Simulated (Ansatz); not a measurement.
Partial pair distribution functions of a relaxed model of amorphous C12Sb12Te36, broadened by 0.06 Å; density 6.14 g/cm³. The numbers are results of PBE-D3(BJ), scalar-relativistic without spin-orbit coupling, PAW (Ansatz default set, large-core Te) (plane waves to 420 eV; Ansatz, a program for electronic structure), not measurements.

It comes from a melt-quench run on a machine-learned potential (CHGNet), relaxed afterwards by DFT. The hot cell started wider than the set density and was brought back towards it in steps. It is the lowest in DFT energy of 3 quenches. It is a model cell: composition and starting density were chosen by hand, and all elements were melted together. The geometry includes D3(BJ) dispersion. Its density started from a set value of 5.94 and ended at 6.14 g/cm³. The quench (nominally 120 K/ps over its main leg) was far faster than any real one, so the model tends to hold more defects than a real film. One small periodic cell is one sample of the glass; other quenches scatter about these values. Volume and shape were free in the relaxation. On a 2×2×2 Γ-centred mesh force components of up to 0.26 eV/Å stay, since the relaxation ran on one k-point at (1/4, 1/4, 1/4).

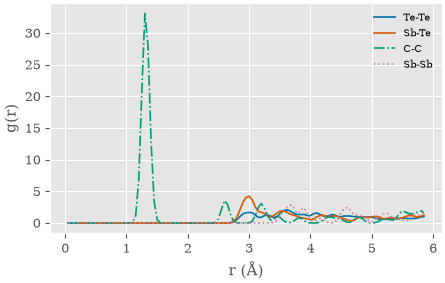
*Partial pair distribution functions*

Highest peaks under 4.5 Å: Te-Te near 3.60 Å, Sb-Te near 3.00 Å, C-C near 1.30 Å, Sb-Sb near 3.70 Å; pairs of few atoms are noisy.

Within 3.16 Å each Te has 1.22 Te neighbours on average.
